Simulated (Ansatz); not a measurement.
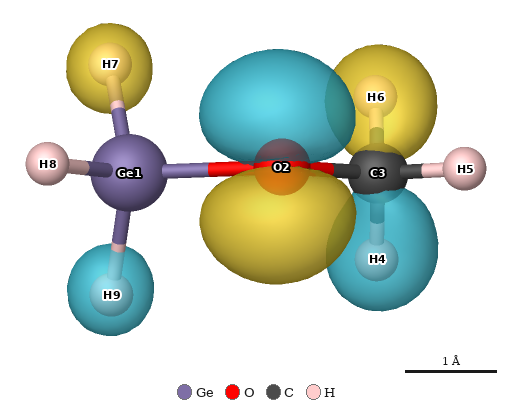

Figure. CH6GeO. The HOMO at ±0.15 Å⁻³ᐟ² (yellow and cyan are the two phases), seen at a tilt.

Geometry: PBE-D4/def2-TZVP.

Level of theory: RKS PBE0-D4/def2-TZVP in Ansatz.

The calculation's input:

```
crystal:
  periodic: [false, false, false]
  atoms:
    - {symbol: Ge, position_ang: [-0.381083, 0.612565, -1.167426]}
    - {symbol: O, position_ang: [-0.341736, 0.558251, 0.635031]}
    - {symbol: C, position_ang: [0.339314, -0.544516, 1.222116]}
    - {symbol: H, position_ang: [-0.117243, -1.514155, 0.946983]}
    - {symbol: H, position_ang: [0.274468, -0.433219, 2.314724]}
    - {symbol: H, position_ang: [1.409306, -0.574003, 0.941787]}
    - {symbol: H, position_ang: [1.075916, 0.662092, -1.703300]}
    - {symbol: H, position_ang: [-1.168052, 1.896694, -1.493566]}
    - {symbol: H, position_ang: [-1.090888, -0.663709, -1.696338]}
basis:
  gaussian: {orbitals: def2-TZVP, initial_orbitals: start.molden}
hamiltonian: {xc: pbe0, dispersion: d4}
scf: {omitted_lower_state_checks: [starts]}
output: {orbitals: {seedname: orbitals}}
```

Command:

```sh
ansatz run in.yaml --threads 4 --pin off --events-out ev --progress --plain --max-ram 3916MiB
```

Describe this orbital and give its energy.

Its weight (Hirshfeld) is mainly on O2 (about 60 %), C3 (about 10 %) and Ge1 (about 10 %). Its energy is −7.75 eV.
